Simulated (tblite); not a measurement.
## C4H13FSi4: geometry relaxation

C4H13FSi4, computed with GFN2-xTB geometry optimisation, gas phase (tblite 0.8.0).

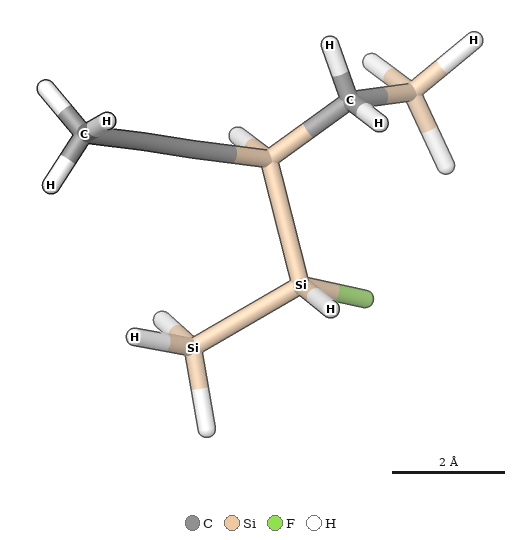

Fig. 1: The starting structure (stick view, seen at a tilt). Bond lengths as drawn: C–C 1.21 to 1.46 Å, C–H 1.09 to 1.11 Å, C–Si 1.84 to 1.88 Å, F–Si 1.61 Å, H–Si 1.47 to 1.50 Å and Si–Si 2.30 to 2.33 Å.

**Results in brief**

```json
{"quantity": "outcome", "value": "converged"}
{"quantity": "total energy", "value": "−729.6785 eV"}
{"quantity": "hardware", "value": "1 CPU thread, shared host"}
{"quantity": "wall time", "value": "1.2 s"}
{"quantity": "peak memory", "value": "0.18 GiB"}
```

**Input file**
```
{"job": {"kind": "relax", "xc": "GFN2-xTB", "basis": "xTB"}, "charge": 0, "multiplicity": 1}
C     -3.349700    -2.401300    -0.164900
C     -2.269300    -1.421400    -0.196500
C     -1.357900    -0.631600    -0.205600
Si     0.043900     0.627600    -0.256200
C     -0.465300     2.162000     0.655200
Si     0.723200     3.503400     0.218000
Si     1.881600    -0.383000     0.752500
F      3.145500     0.615800     0.731700
Si     2.303400    -2.283500    -0.473000
H     -3.973400    -2.276500     0.739700
H     -2.972200    -3.422800    -0.175000
H     -4.011300    -2.277000    -1.034100
H      0.335800     0.913800    -1.666600
H     -1.468800     2.455600     0.334800
H     -0.503400     2.005400     1.731200
H      2.077500     3.206700     0.758300
H      0.280400     4.777100     0.846700
H      0.800900     3.714200    -1.245900
H      1.574300    -0.703900     2.186400
H      2.540100    -1.947000    -1.899300
H      1.153600    -3.225000    -0.395900
H      3.500900    -2.989100     0.039100
```

The first line tells a small driver script what to run in tblite; the rest is the geometry in Å.

Command:
```bash
OMP_NUM_THREADS=1 python <driver script> task.json out
```

**Output**
```
step      E/eV     max force
  0    -729.36276    1.847
  1    -729.45605    1.405
  2    -729.46276    3.034
  3    -729.51290    0.481
  4    -729.52704    0.401
  5    -729.55888    0.664
  6    -729.57136    0.413
  7    -729.58359    0.230
  8    -729.59066    0.259
  9    -729.59896    0.253
 10    -729.60520    0.218
 11    -729.61011    0.198
 12    -729.61378    0.153
 13    -729.61740    0.137
 14    -729.62089    0.122
 15    -729.62387    0.141
 16    -729.62637    0.159
 17    -729.62884    0.136
 18    -729.63145    0.124
 19    -729.63426    0.119
 20    -729.63706    0.168
 21    -729.63950    0.192
 22    -729.64156    0.159
 23    -729.64343    0.102
 24    -729.64518    0.127
 25    -729.64687    0.114
 26    -729.64854    0.090
 27    -729.65008    0.074
 28    -729.65147    0.099
 29    -729.65274    0.117
 30    -729.65384    0.092
 31    -729.65478    0.079
 32    -729.65575    0.074
 33    -729.65690    0.092
 34    -729.65811    0.107
 35    -729.65909    0.073
 36    -729.65969    0.050
 37    -729.66008    0.044
 38    -729.66042    0.047
 39    -729.66074    0.044
 40    -729.66098    0.039
 41    -729.66117    0.038
 42    -729.66138    0.043
 43    -729.66170    0.053
 44    -729.66209    0.047
 45    -729.66243    0.051
 46    -729.66267    0.041
 47    -729.66287    0.033
 48    -729.66313    0.043
 49    -729.66354    0.056
 50    -729.66414    0.069
 51    -729.66479    0.053
 52    -729.66530    0.051
 53    -729.66567    0.037
 54    -729.66600    0.041
 55    -729.66641    0.049
 56    -729.66693    0.076
 57    -729.66752    0.083
 58    -729.66809    0.064
 59    -729.66856    0.045
 60    -729.66898    0.042
 61    -729.66939    0.050
 62    -729.66985    0.050
 63    -729.67029    0.056
 64    -729.67063    0.042
 65    -729.67083    0.026
 66    -729.67098    0.030
 67    -729.67115    0.035
 68    -729.67137    0.042
 69    -729.67160    0.032
 70    -729.67179    0.032
 71    -729.67197    0.032
 72    -729.67218    0.041
 73    -729.67245    0.049
 74    -729.67271    0.037
 75    -729.67290    0.026
 76    -729.67304    0.026
 77    -729.67319    0.033
 78    -729.67338    0.034
 79    -729.67358    0.025
 80    -729.67373    0.026
 81    -729.67386    0.024
 82    -729.67401    0.031
 83    -729.67418    0.031
 84    -729.67431    0.020
 85    -729.67438    0.021
 86    -729.67445    0.021
 87    -729.67454    0.027
 88    -729.67470    0.038
 89    -729.67493    0.047
 90    -729.67516    0.037
 91    -729.67532    0.023
 92    -729.67542    0.024
 93    -729.67553    0.030
 94    -729.67572    0.042
 95    -729.67606    0.050
 96    -729.67653    0.066
 97    -729.67693    0.044
 98    -729.67718    0.027
 99    -729.67731    0.026
100    -729.67744    0.033
101    -729.67763    0.043
102    -729.67787    0.032
103    -729.67805    0.028
104    -729.67815    0.021
105    -729.67820    0.024
106    -729.67824    0.065
107    -729.67830    0.017
108    -729.67836    0.035
109    -729.67839    0.024
110    -729.67841    0.010
111    -729.67843    0.018
112    -729.67846    0.029
113    -729.67850    0.028
114    -729.67853    0.013
115    -729.67855    0.009
```

**Trajectory as extended XYZ (Å, eV, eV/Å), 5 of the 116 frames kept, from step=0 to step=115**
```
22
Properties=species:S:1:pos:R:3:forces:R:3 step=0 energy=-729.36276
C    -3.3497   -2.4013   -0.1649   -0.3620   0.2760   0.1130
C    -2.2693   -1.4214   -0.1965   -0.3080  -0.3820   0.0550
C    -1.3579   -0.6316   -0.2056    0.4430   0.4830  -0.1060
Si    0.0439    0.6276   -0.2562   -0.0520  -1.5520   0.0090
C    -0.4653    2.1620    0.6552   -1.0350   0.0820   0.2250
Si    0.7232    3.5034    0.2180    1.0790   1.4980   0.0590
Si    1.8816   -0.3830    0.7525   -1.0070  -0.5410   0.0830
F     3.1455    0.6158    0.7317    0.2630   0.1260   0.1790
Si    2.3034   -2.2835   -0.4730    0.2440  -0.2650   0.0150
H    -3.9734   -2.2765    0.7397    0.3610   0.0430  -0.3120
H    -2.9722   -3.4228   -0.1750    0.1680   0.0680   0.0070
H    -4.0113   -2.2770   -1.0341    0.2430   0.0550   0.1580
H     0.3358    0.9138   -1.6666   -0.1590   0.0410  -0.1650
H    -1.4688    2.4556    0.3348    0.0080   0.0090   0.1540
H    -0.5034    2.0054    1.7312   -0.0340  -0.0340  -0.0130
H     2.0775    3.2067    0.7583   -0.3810   0.0460  -0.2030
H     0.2804    4.7771    0.8467    0.0780  -0.2410  -0.1700
H     0.8009    3.7142   -1.2459   -0.0340  -0.0720   0.2780
H     1.5743   -0.7039    2.1864    0.3790   0.2740  -0.3780
H     2.5401   -1.9470   -1.8993   -0.0480  -0.1750   0.2920
H     1.1536   -3.2250   -0.3959    0.3540   0.2760  -0.0600
H     3.5009   -2.9891    0.0391   -0.1990  -0.0140  -0.2190
22
Properties=species:S:1:pos:R:3:forces:R:3 step=29 energy=-729.65274
C    -3.3723   -2.3952   -0.1615   -0.0050   0.0110   0.0140
C    -2.3155   -1.4048   -0.1771    0.0220   0.0110   0.0190
C    -1.4282   -0.5868   -0.1716   -0.0500  -0.0350  -0.0210
Si   -0.0076    0.6022   -0.2371   -0.1150   0.0180  -0.0120
C    -0.4838    2.2471    0.6104   -0.0210   0.0010   0.0160
Si    0.7287    3.6708    0.2661    0.0010   0.0070   0.0080
Si    1.7902   -0.5276    0.6902    0.0090  -0.0360   0.0030
F     3.0517    0.5066    0.6722    0.0530   0.0190  -0.0140
Si    2.4332   -2.4329   -0.4464   -0.0070   0.0150   0.0040
H    -3.9776   -2.2838    0.7394    0.0180   0.0090  -0.0220
H    -2.9429   -3.3981   -0.1736    0.0070   0.0330   0.0000
H    -4.0170   -2.2801   -1.0342    0.0430   0.0290   0.0240
H     0.1754    0.8923   -1.6747    0.0070   0.0010  -0.0310
H    -1.4838    2.5397    0.2835    0.0420  -0.0100   0.0190
H    -0.5485    2.0979    1.6900   -0.0210  -0.0280  -0.0310
H     2.0477    3.3246    0.7945   -0.0040   0.0100  -0.0070
H     0.2529    4.9045    0.9028   -0.0110  -0.0150   0.0170
H     0.8030    3.8976   -1.1798    0.0130   0.0020  -0.0130
H     1.6788   -0.7133    2.1424   -0.0020  -0.0180   0.0480
H     2.6706   -2.0848   -1.8529    0.0220  -0.0710  -0.0050
H     1.3178   -3.3846   -0.4110    0.0120  -0.0100  -0.0220
H     3.6168   -3.1717    0.0092   -0.0140   0.0550   0.0050
22
Properties=species:S:1:pos:R:3:forces:R:3 step=58 energy=-729.66809
C    -3.3915   -2.3514   -0.1286    0.0180  -0.0010   0.0080
C    -2.3257   -1.3751   -0.1832   -0.0090   0.0070   0.0010
C    -1.4330   -0.5661   -0.2308    0.0040   0.0140   0.0030
Si   -0.0183    0.6253   -0.3194   -0.0250  -0.0160  -0.0430
C    -0.4981    2.2365    0.5900   -0.0020  -0.0640   0.0000
Si    0.7073    3.6821    0.3227   -0.0170  -0.0270   0.0030
Si    1.7854   -0.5266    0.5839   -0.0270   0.0050  -0.0170
F     3.0576    0.4974    0.5707    0.0000   0.0000  -0.0030
Si    2.4875   -2.4741   -0.4415    0.0030  -0.0360  -0.0180
H    -3.9758   -2.2191    0.7818   -0.0170   0.0150  -0.0070
H    -2.9690   -3.3559   -0.1310   -0.0030  -0.0220  -0.0100
H    -4.0460   -2.2403   -0.9932   -0.0030   0.0040   0.0170
H     0.1236    0.9381   -1.7587    0.0210   0.0100   0.0190
H    -1.5002    2.5336    0.2770    0.0220   0.0200  -0.0140
H    -0.5706    2.0234    1.6573    0.0040   0.0170   0.0220
H     2.0218    3.3231    0.8528    0.0000   0.0080  -0.0040
H     0.2121    4.8835    1.0031   -0.0110  -0.0030   0.0190
H     0.7967    3.9623   -1.1129    0.0150   0.0110  -0.0130
H     1.6479   -0.7164    2.0371    0.0160   0.0230   0.0170
H     2.7940   -2.2836   -1.8642    0.0200   0.0120   0.0230
H     1.4139   -3.4722   -0.3893    0.0010   0.0090   0.0170
H     3.6702   -3.1050    0.1571   -0.0100   0.0130  -0.0210
22
Properties=species:S:1:pos:R:3:forces:R:3 step=86 energy=-729.67445
C    -3.4305   -2.3133   -0.1025   -0.0030   0.0010  -0.0040
C    -2.3505   -1.3589   -0.2257    0.0080  -0.0150   0.0120
C    -1.4402   -0.5748   -0.3265   -0.0020   0.0070   0.0120
Si   -0.0200    0.6094   -0.4067    0.0070  -0.0080   0.0040
C    -0.5012    2.1841    0.5617   -0.0030   0.0040  -0.0080
Si    0.6959    3.6501    0.3768   -0.0080  -0.0030   0.0020
Si    1.7928   -0.5094    0.5182    0.0080   0.0110  -0.0030
F     3.0525    0.5268    0.4225    0.0050  -0.0030  -0.0090
Si    2.5302   -2.4938   -0.4066    0.0100  -0.0050  -0.0100
H    -3.9800   -2.1362    0.8221   -0.0020   0.0020   0.0010
H    -3.0293   -3.3270   -0.0863   -0.0050   0.0040  -0.0030
H    -4.1163   -2.2176   -0.9439    0.0000   0.0040  -0.0080
H     0.1397    0.9644   -1.8321   -0.0030   0.0040   0.0030
H    -1.4976    2.5003    0.2507   -0.0070   0.0080  -0.0120
H    -0.5867    1.9294    1.6196    0.0060   0.0030  -0.0030
H     2.0123    3.2950    0.9037   -0.0050  -0.0120  -0.0010
H     0.1681    4.8005    1.1202   -0.0010   0.0010   0.0020
H     0.8036    4.0147   -1.0397   -0.0040  -0.0060   0.0090
H     1.6876   -0.6010    1.9840    0.0030  -0.0010   0.0100
H     2.8785   -2.3390   -1.8233    0.0040  -0.0040  -0.0020
H     1.4701   -3.5049   -0.3440    0.0010   0.0080   0.0100
H     3.7106   -3.0796    0.2385   -0.0100  -0.0020  -0.0020
22
Properties=species:S:1:pos:R:3:forces:R:3 step=115 energy=-729.67855
C    -3.4710   -2.2745   -0.0968    0.0010  -0.0030  -0.0040
C    -2.3512   -1.3663   -0.2131    0.0020   0.0050  -0.0010
C    -1.4134   -0.6151   -0.3134   -0.0070  -0.0010  -0.0050
Si   -0.0076    0.5837   -0.4272    0.0010  -0.0020   0.0040
C    -0.5380    2.1526    0.5254    0.0030   0.0020   0.0000
Si    0.6739    3.6136    0.4331   -0.0040   0.0020  -0.0010
Si    1.8617   -0.4657    0.4671    0.0070   0.0030  -0.0010
F     3.1052    0.5678    0.2322   -0.0050  -0.0030  -0.0050
Si    2.5693   -2.4961   -0.3810   -0.0010  -0.0060   0.0010
H    -4.0197   -2.0737    0.8234    0.0040  -0.0040   0.0000
H    -3.1167   -3.3052   -0.0812    0.0020  -0.0040   0.0060
H    -4.1449   -2.1463   -0.9438    0.0000   0.0030  -0.0040
H     0.1228    0.9307   -1.8580   -0.0010   0.0010   0.0030
H    -1.5126    2.4750    0.1558    0.0020   0.0070   0.0020
H    -0.6895    1.8876    1.5732    0.0030  -0.0030  -0.0010
H     1.9802    3.2112    0.9520   -0.0040  -0.0010   0.0050
H     0.1511    4.7261    1.2354    0.0010   0.0010  -0.0010
H     0.7993    4.0535   -0.9596    0.0000  -0.0030   0.0000
H     1.8419   -0.4677    1.9399    0.0020   0.0010  -0.0020
H     2.9377   -2.4072   -1.7981   -0.0020   0.0000   0.0030
H     1.4850   -3.4781   -0.2852   -0.0080   0.0010   0.0000
H     3.7264   -3.0863    0.3005    0.0020   0.0030   0.0020
```

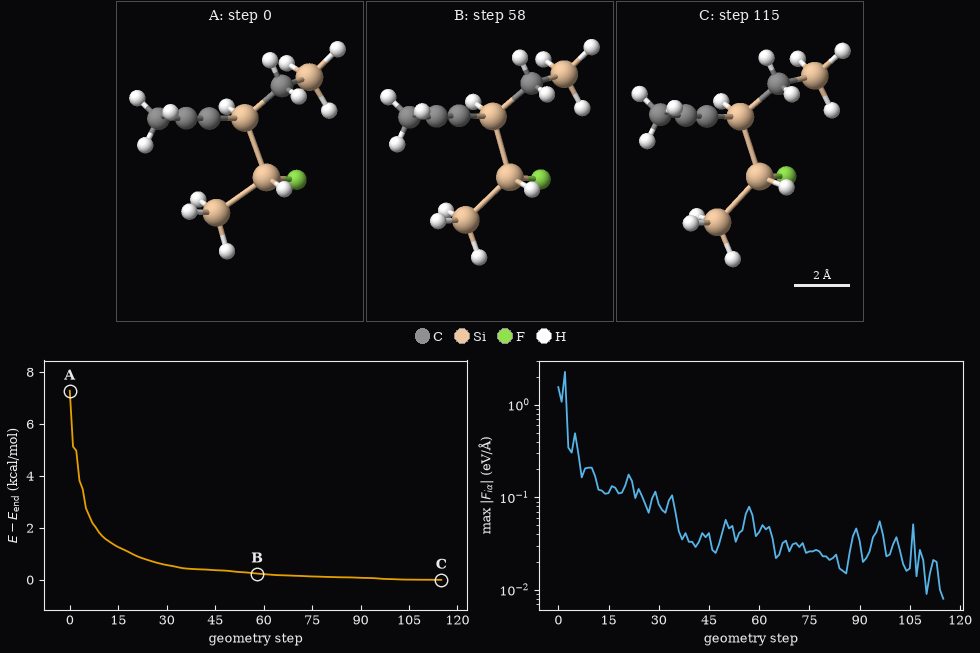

Fig. 2: Frames of the relaxation (ball-and-stick view, seen at a tilt) above the curves, on which the letters mark them (steps are counted from 0).

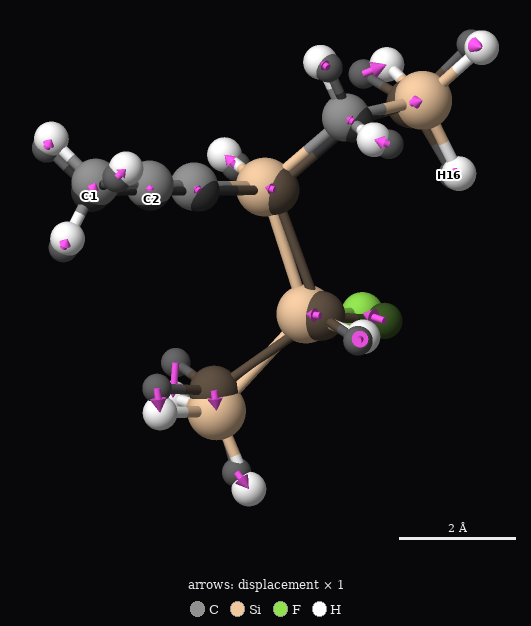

Fig. 3: Start (faint) and end (solid) with the displacements as pink arrows, at true length (ball-and-stick view, seen at a tilt). The two geometries are laid on each other by the best rigid fit. The largest move after the best rigid fit is that of H20, 0.62 Å. Largest moves by element: H 0.62 Å, F 0.50 Å, Si 0.35 Å, C 0.18 Å. Distances before and after: C5–Si6 1.845 → 1.900 Å, Si4–C5 1.856 → 1.911 Å, C3–Si4 1.885 → 1.851 Å, Si7–H19 1.501 → 1.473 Å. Among the angles that change: Si4–Si7–Si9 105.8° → 120.1°, F8–Si7–H19 107.8° → 98.9°, Si4–C5–Si6 107.9° → 115.5°. The energy falls by 7.28 kcal/mol in 115 geometry steps. The largest force component goes from 1.6 to 0.008 eV/Å. (Atoms are counted from 1 in the order of the input.)
